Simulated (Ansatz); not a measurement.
Input

```
crystal:
  periodic: [false, false, false]
  atoms:
    - {symbol: B, position_ang: [0.257060, 0.812942, -0.935656]}
    - {symbol: O, position_ang: [2.673018, -0.833218, 0.306733]}
    - {symbol: Se, position_ang: [-0.193141, 0.487880, 1.169029]}
    - {symbol: Si, position_ang: [2.059510, -0.005587, 1.589439]}
    - {symbol: H, position_ang: [1.137246, 1.652443, -0.829357]}
    - {symbol: H, position_ang: [0.615879, -0.278564, -1.344134]}
    - {symbol: H, position_ang: [-0.790141, 1.218002, -1.391172]}
    - {symbol: H, position_ang: [-0.623776, -0.923253, 1.153200]}
    - {symbol: H, position_ang: [2.164861, -0.861575, 2.795345]}
    - {symbol: H, position_ang: [2.617495, 1.355540, 1.807712]}
    - {symbol: H, position_ang: [2.352817, -0.515271, -0.556815]}
basis:
  gaussian:
    orbitals: def2-TZVPD
hamiltonian:
  xc: pbe0
output:
  forces: true
  orbitals: {seedname: orbitals}
```

Launched as:

```sh
ansatz run input.yaml --threads 2 --pin off --max-ram 4350MiB --events-out events.jsonl --progress --plain --runs-dir runs
```

Geometry: r2SCAN-D4/def2-SVP.

These are results of Ansatz 0.2.0, isolated molecule in a Gaussian basis; Kohn-Sham density functional theory, functional PBE0, not measurements.

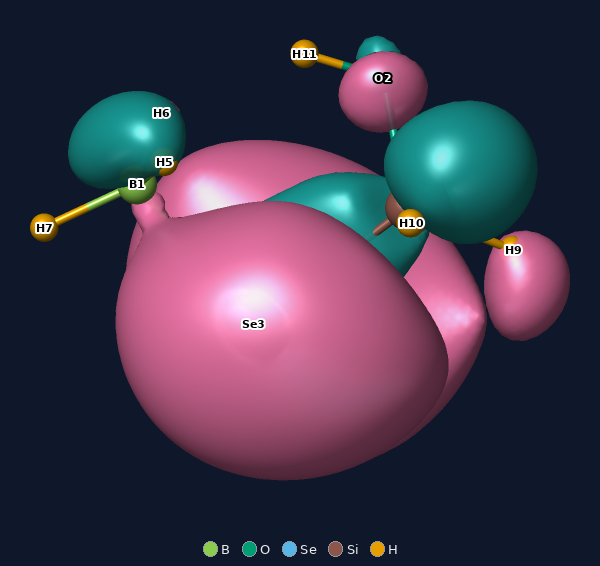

BH₇OSeSi (SMILES [BH3-][SeH+][SiH2]O). The LUMO at ±0.06 Å⁻³ᐟ² (teal and pink are the two phases), seen at a tilt.

Where does this orbital lie, and at what energy?

By Hirshfeld shares it lies mainly on Se3 (about 40 %), H8 (about 30 %) and Si4 (about 15 %). Its energy is −0.75 eV.
